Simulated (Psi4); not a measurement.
# Cl2 (chlorine) at MP3/aug-cc-pVTZ

Aim: the vertical electron affinity of Cl2 (chlorine) at MP3/aug-cc-pVTZ, from 2 runs. 

Program for the calculation: Psi4 1.11.

3 further runs of the same task are left out: 3 that didn't finish.

### Step 1. The molecule

Cl2: 2 atoms, total charge 0, spin state singlet. SMILES: `ClCl`. The shape is that of a PBE0-D4/def2-TZVP optimisation.

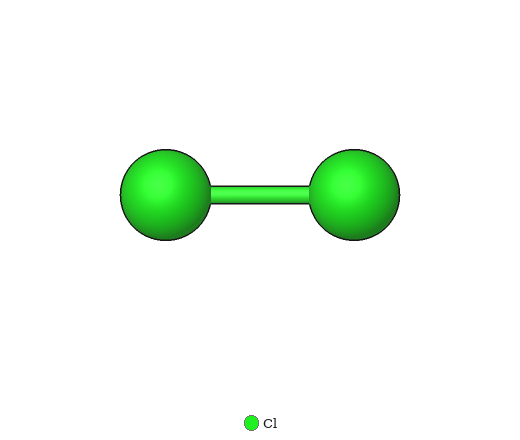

The structure, seen from a chosen angle (chlorine green).

### Step 2. The energy at MP3/aug-cc-pVTZ

Input file cl2.json:

```json
{
  "schema_name": "qcschema_input",
  "schema_version": 1,
  "molecule": {
    "schema_name": "qcschema_molecule",
    "schema_version": 2,
    "symbols": ["Cl", "Cl"],
    "geometry": [1.59812249, -0.53214688, 0.81938525, -1.59812249, 0.53214688, -0.81938525],
    "molecular_charge": 0,
    "molecular_multiplicity": 1,
    "fix_symmetry": "c1",
    "fix_com": true,
    "fix_orientation": true
  },
  "driver": "energy",
  "model": {
    "method": "mp3",
    "basis": "aug-cc-pVTZ"
  },
  "keywords": {
    "reference": "rhf",
    "puream": true,
    "e_convergence": 1e-09,
    "d_convergence": 1e-08,
    "scf_type": "pk",
    "num_frozen_docc": 10,
    "mp_type": "conv"
  }
}
```

Run with:

```console
$ psi4 --qcschema cl2.json -n 1 --memory 2200MB
```

stdout:

```text
[...]
  Running in c1 symmetry.
[...]
  Nuclear repulsion =   77.144132400468280
[...]
  Multiplicity = 1
[...]
  Nalpha       = 17
  Nbeta        = 17
[...]
    Number of basis functions: 100
[...]
   @RHF iter   1:  -918.98372377039993   -1.51309e-01   1.78138e-03 DIIS/ADIIS
[...]
   @RHF iter   8:  -919.00006075023487   -4.03588e-11   6.81966e-09 DIIS
[...]
    Orbital Energies [Eh]
    ---------------------
    Doubly Occupied:
       1A   -104.900527     2A   -104.900524     3A    -10.621425
       4A    -10.621258     5A     -8.088510     6A     -8.088255
       7A     -8.085317     8A     -8.085317     9A     -8.085310
      10A     -8.085310    11A     -1.221872    12A     -1.014692
      13A     -0.598823    14A     -0.571384    15A     -0.571384
      16A     -0.443634    17A     -0.443634
[...]
  @RHF Final Energy:  -919.00006075023487
   => Energetics <=
    Nuclear Repulsion Energy =             77.1441324004682798
    One-Electron Energy =               -1423.4340373628820089
    Two-Electron Energy =                 427.2898442121787639
    Total Energy =                       -919.0000607502348657
[...]
 Multipole Moments:
 ------------------------------------------------------------------------------------
     Multipole            Electronic (a.u.)      Nuclear  (a.u.)        Total (a.u.)
 ------------------------------------------------------------------------------------
 L = 1.  Multiply by 2.5417464519 to convert [e a0] to [Debye]
 Dipole X            :          0.0000000            0.0000000            0.0000000
 Dipole Y            :         -0.0000000            0.0000000           -0.0000000
 Dipole Z            :          0.0000000            0.0000000            0.0000000
 Magnitude           :                                                    0.0000000
[...]
	SCS-MP2 Total Energy (a.u.)        :  -919.38178641510103
	SOS-MP2 Total Energy (a.u.)        :  -919.37919276419007
[...]
	SOS-PI-MP2 Total Energy (a.u.)     :  -919.40835676526353
[...]
	MP2 Total Energy (a.u.)            :  -919.38697371692274
[...]
	SCS-MP3 Total Energy (a.u.)        :  -919.39006311654055
[...]
	MP3 Total Energy (a.u.)            :  -919.42008052268079
[...]
```

The result, in JSON:

```text
{
 "driver": "energy",
 "model": {
  "method": "mp3",
  "basis": "aug-cc-pVTZ"
 },
 "success": true,
 "return_result": -919.4200805226808,
 "properties": {
  "calcinfo_nbasis": 100,
  "calcinfo_nmo": 100,
  "calcinfo_nalpha": 17,
  "calcinfo_nbeta": 17,
  "calcinfo_natom": 2,
  "nuclear_repulsion_energy": 77.14413240046828,
  "return_energy": -919.4200805226808,
  "scf_one_electron_energy": -1423.434037362882,
  "scf_two_electron_energy": 427.28984421217876,
  "scf_dipole_moment": [2.509104035652854e-13, -8.659739592076221e-14, 1.318944953254686e-13],
  "scf_total_energy": -919.0000607502349,
  "scf_iterations": 8,
  "mp2_same_spin_correlation_energy": -0.09527295595302737,
  "mp2_opposite_spin_correlation_energy": -0.29164001073479623,
  "mp2_singles_energy": 0.0,
  "mp2_doubles_energy": -0.3869129666878236,
  "mp2_correlation_energy": -0.38691296668787345,
  "mp2_total_energy": -919.3869737169227
 }
}
```

It took 55 s on 1 thread of Intel Xeon at 2.50GHz (Skylake/Cascade Lake), shared host; peak memory 0.89 GiB.

### Step 3. The doublet anion at the same level

Input file cl2.xyz:

```xyz
2
Cl2
Cl     0.845690    -0.281600     0.433600
Cl    -0.845690     0.281600    -0.433600
```

Input file run.py:

```python
import numpy as np
from ase.calculators.psi4 import Psi4
from ase.io import read

a = read('cl2.xyz')
calc = Psi4(atoms=a, method='mp3', basis='aug-cc-pVTZ', memory='2200MB', num_threads=1, charge=-1, multiplicity=2, label='psi4-calc', reference='uhf')
calc.psi4.set_options({'puream': True, 'e_convergence': 1e-09, 'd_convergence': 1e-08, 'scf_type': 'pk', 'num_frozen_docc': 10, 'maxiter': 100, 'mp_type': 'conv'})
a.calc = calc

print(f'energy: {a.get_potential_energy():.6f} eV')
```

Run with:

```console
$ python run.py
```

psi4-calc.dat:

```text
[...]
  Running in c1 symmetry.
[...]
  Nuclear repulsion =   77.144132576525465
[...]
  Multiplicity = 2
[...]
  Nalpha       = 18
  Nbeta        = 17
[...]
    Number of basis functions: 100
[...]
   @UHF iter   1:  -918.95765331804682   -1.25239e-01   2.59127e-03 ADIIS/DIIS
[...]
   @UHF iter  12:  -919.00134300712364   -2.27374e-12   3.33287e-09 DIIS
[...]
   @S^2 Observed:                7.647810290E-01
[...]
    Orbital Energies [Eh]
    ---------------------
    Alpha Occupied:
       1A   -104.593716     2A   -104.593716     3A    -10.321339
       4A    -10.321264     5A     -7.795246     6A     -7.795032
       7A     -7.783396     8A     -7.783396     9A     -7.783365
      10A     -7.783365    11A     -0.967171    12A     -0.772416
      13A     -0.387384    14A     -0.308276    15A     -0.308276
      16A     -0.180853    17A     -0.180853    18A     -0.039825
    Alpha Virtual:
      19A      0.219972    20A      0.258281    21A      0.264914
      22A      0.264914    23A      0.283701    24A      0.283701
      25A      0.321561    26A      0.418296    27A      0.508912
[...]
  @UHF Final Energy:  -919.00134300712364
   => Energetics <=
    Nuclear Repulsion Energy =             77.1441325765254646
    One-Electron Energy =               -1433.2965218470253603
    Two-Electron Energy =                 437.1510462633763154
    Total Energy =                       -919.0013430071236371
  UHF NO Occupations:
  HONO-2 :   16  A 1.9989318
  HONO-1 :   17  A 1.9954411
[...]
 Multipole Moments:
 ------------------------------------------------------------------------------------
     Multipole            Electronic (a.u.)      Nuclear  (a.u.)        Total (a.u.)
 ------------------------------------------------------------------------------------
 L = 1.  Multiply by 2.5417464519 to convert [e a0] to [Debye]
 Dipole X            :          0.0000000            0.0000000            0.0000000
 Dipole Y            :         -0.0000000            0.0000000           -0.0000000
 Dipole Z            :          0.0000000            0.0000000            0.0000000
 Magnitude           :                                                    0.0000000
[...]
	SCS-MP2 Total Energy (a.u.)        :  -919.40013979294099
	SOS-MP2 Total Energy (a.u.)        :  -919.39443249941678
[...]
	SOS-PI-MP2 Total Energy (a.u.)     :  -919.42467015267016
[...]
	MP2 Total Energy (a.u.)            :  -919.41155437998896
[...]
	SCS-MP3 Total Energy (a.u.)        :  -919.40729899681446
[...]
	MP3 Total Energy (a.u.)            :  -919.44019119548273
[...]
```

On the terminal:

```text
energy: -25019.241969 eV
```

Wall time 69 s (1 thread of Intel Xeon at 2.50GHz (Skylake/Cascade Lake), shared host); peak memory 0.97 GiB.

### Step 4. Outcome

At MP3/aug-cc-pVTZ, 10 core orbitals frozen:

| quantity | value |
| --- | --- |
| singlet Cl2: total energy | -919.42008 Eh |
| singlet Cl2: HOMO energy (Hartree–Fock orbitals) | -12.07 eV |
| singlet Cl2: LUMO energy (Hartree–Fock orbitals) | 0.71 eV |
| singlet Cl2: HOMO–LUMO gap (Hartree–Fock orbitals) | 12.78 eV |
| singlet Cl2: correlation energy (10 core orbitals frozen) | -420.0 mEh |
| doublet anion: total energy | -919.44019 Eh |
| doublet anion: HOMO energy (Hartree–Fock orbitals) (highest over α and β) | -1.08 eV |
| doublet anion: LUMO energy (Hartree–Fock orbitals) (lowest over α and β) | 5.57 eV |
| doublet anion: correlation energy (10 core orbitals frozen) | -438.8 mEh |
| doublet anion: ⟨S²⟩ of the reference determinant | 0.765 |
| vertical electron affinity (to the doublet anion) | 0.547 eV |

In words: At fixed nuclei the extra electron is bound by 0.55 eV (12.6 kcal/mol).
